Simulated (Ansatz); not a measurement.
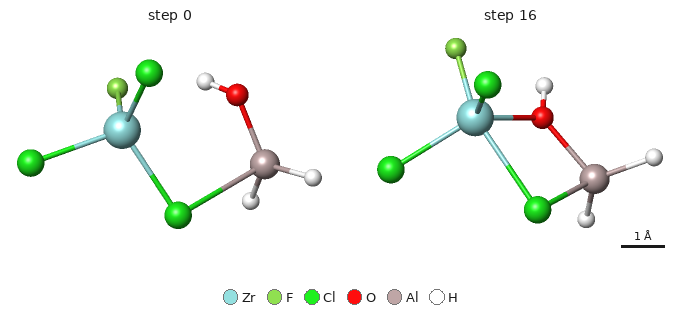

The structure of ZrAlH₃OCl₃F before (left) and after (right) a relaxation, at one scale.

Style: ball-and-stick. Shown at a tilt.

The run prepares an end point of a later path (reaction) calculation, from a guessed geometry.

Method: RKS PBE/def2-SVP (Ansatz 0.2.0).

The input:
```yaml
crystal:
  periodic: [false, false, false]
  atoms:
    - { symbol: Zr, position_ang: [0.092505, 0.203021, -0.160185] }
    - { symbol: F, position_ang: [-0.030858, -0.171084, 1.748212] }
    - { symbol: Cl, position_ang: [2.285495, -0.273984, -0.808691] }
    - { symbol: Cl, position_ang: [-0.268308, 2.453594, -0.675981] }
    - { symbol: Cl, position_ang: [-1.253708, -1.300469, -1.467245] }
    - { symbol: O, position_ang: [-2.811116, 0.049576, 1.293623] }
    - { symbol: Al, position_ang: [-3.482072, -1.194521, 0.247376] }
    - { symbol: H, position_ang: [-3.345812, -2.729158, 0.673543] }
    - { symbol: H, position_ang: [-4.450955, -0.616534, -0.87418] }
    - { symbol: H, position_ang: [-2.146871, -0.158642, 1.997529] }
basis:
  gaussian: { orbitals: def2-SVP }
hamiltonian:
  xc: pbe
relax:
  f_tol: 0.03
  max_steps: 50
```

Command:
```bash
ansatz run input.yaml --threads 4 --pin off --max-ram 5120MiB --backend cpu --events-out ev --progress --plain --runs-dir out
```

**Summarise the run.**

The atom that moves furthest after the best rigid fit is F2 (1.11 Å). Largest moves by element: F 1.11 Å, Cl 1.08 Å, O 0.98 Å, H 0.58 Å, Zr 0.47 Å, Al 0.46 Å. Some distances before and after: Zr1–O6 3.251 → 2.132 Å, Cl5–Al7 2.814 → 2.320 Å, Zr1–H10 3.131 → 2.728 Å, Zr1–Cl5 2.404 → 2.648 Å. New bonds form, among them: Zr1–O6 (3.25 → 2.13 Å). Bond angles that change, for instance: F2–Zr1–Cl5 112.1° → 153.9°, Cl4–Zr1–Cl5 113.3° → 93.5°, F2–Zr1–Cl4 113.0° → 100.9°. Groups turn about O6–Al7 by about 100°, Zr1–Cl5 by about 35°. Over 16 geometry steps the energy falls by 1.220 eV. Largest force component: 1.1 eV/Å at the start, 0.021 eV/Å at the end.
